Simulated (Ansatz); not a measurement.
# C₃H₁₂BNSi: how energies converge with the basis set

Aim: see how fast density functionals converge with the basis set for C₃H₁₂BNSi.

Method: one geometry, several basis sets; program: Ansatz 0.2.0, Gaussian basis.

The runs, in order: PBE0-D4/def2-SVP; ωB97M-V/def2-SVP; PBE0-D4/def2-QZVPP; ωB97M-V/def2-QZVPP; the functionals' def2-TZVPP values are taken from earlier runs.

1 further run of the same task is left out (it didn't finish). Runs told in other sessions of the task aren't counted.

## (1) The relaxed structure

The geometry comes from an earlier relaxation with PBE0-D4 in a triple-zeta def2 set; it is a stationary point, not always the lowest conformer.

18 atoms, charge 0, spin multiplicity 1.

Atoms are counted from 1 here; the program's logs count them from 0.

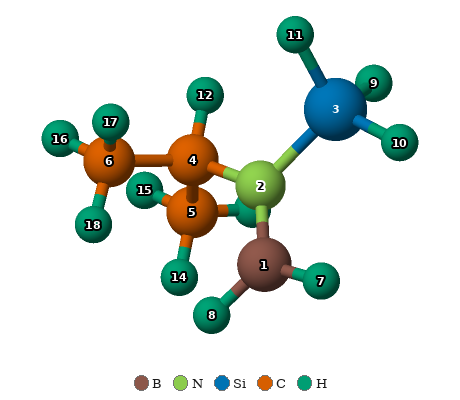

The geometry (boron brown, nitrogen green, silicon blue, carbon orange, hydrogen teal); atoms are numbered from 1 in the order of the file.

As a file:

```xyz
18

B    -0.1632   -1.6914   -0.7602
N     0.4371   -0.6407   -0.0644
Si    2.0467   -0.7521    0.6015
C    -0.2413    0.6531    0.1656
C    -0.5292    1.3606   -1.1471
C    -1.4912    0.4741    1.0094
H     0.4472   -2.7109   -0.9094
H    -1.2717   -1.5765   -1.2017
H     2.9026    0.3189    0.0210
H     2.6152   -2.0854    0.3030
H     1.9948   -0.5278    2.0725
H     0.4546    1.2844    0.7356
H     0.3878    1.4978   -1.7238
H    -1.2288    0.7771   -1.7496
H    -0.9717    2.3426   -0.9642
H    -1.9483    1.4422    1.2270
H    -1.2541   -0.0156    1.9562
H    -2.2242   -0.1390    0.4805
```

## (2) PBE0-D4 in def2-SVP

in.yaml

```yaml
crystal:
  periodic: [false, false, false]
  atoms:
    - {symbol: B, position_ang: [-0.163170, -1.691440, -0.760250]}
    - {symbol: N, position_ang: [0.437109, -0.640724, -0.064379]}
    - {symbol: Si, position_ang: [2.046657, -0.752051, 0.601535]}
    - {symbol: C, position_ang: [-0.241347, 0.653108, 0.165569]}
    - {symbol: C, position_ang: [-0.529213, 1.360574, -1.147090]}
    - {symbol: C, position_ang: [-1.491204, 0.474058, 1.009406]}
    - {symbol: H, position_ang: [0.447194, -2.710900, -0.909442]}
    - {symbol: H, position_ang: [-1.271659, -1.576506, -1.201694]}
    - {symbol: H, position_ang: [2.902646, 0.318932, 0.021049]}
    - {symbol: H, position_ang: [2.615226, -2.085372, 0.302955]}
    - {symbol: H, position_ang: [1.994775, -0.527775, 2.072458]}
    - {symbol: H, position_ang: [0.454620, 1.284436, 0.735633]}
    - {symbol: H, position_ang: [0.387800, 1.497787, -1.723780]}
    - {symbol: H, position_ang: [-1.228842, 0.777106, -1.749586]}
    - {symbol: H, position_ang: [-0.971663, 2.342563, -0.964240]}
    - {symbol: H, position_ang: [-1.948255, 1.442180, 1.226952]}
    - {symbol: H, position_ang: [-1.254075, -0.015589, 1.956155]}
    - {symbol: H, position_ang: [-2.224199, -0.138989, 0.480547]}
basis:
  gaussian: {orbitals: def2-SVP}
hamiltonian: {xc: pbe0, dispersion: d4}
output: {orbitals: {seedname: orbitals}}
```

Run with:

```
> ansatz run in.yaml --threads 4 --pin off --events-out ev --progress --plain --max-ram 11315MiB
```

After this run come: ωB97M-V in def2-SVP; PBE0-D4 in def2-QZVPP; ωB97M-V in def2-QZVPP.

Before running them: what should the planned runs give, taken together? Wanted: PBE0-D4: double and triple zeta above quadruple; ωB97M-V: double and triple zeta above quadruple.

As calculated:

```
                                       quantity          value
PBE0-D4: double and triple zeta above quadruple  9.34, 0.59 eV
ωB97M-V: double and triple zeta above quadruple  9.71, 0.56 eV
```

**Reading.** PBE0-D4 gains 8.74 eV from double to triple zeta, then 0.59 eV more. Total energies overstate the basis error of differences, where much of it tends to cancel. The LUMO of ωB97M-V is positive and keeps falling with the basis (2.14 to 1.41 eV): an unbound level that the basis holds in place.
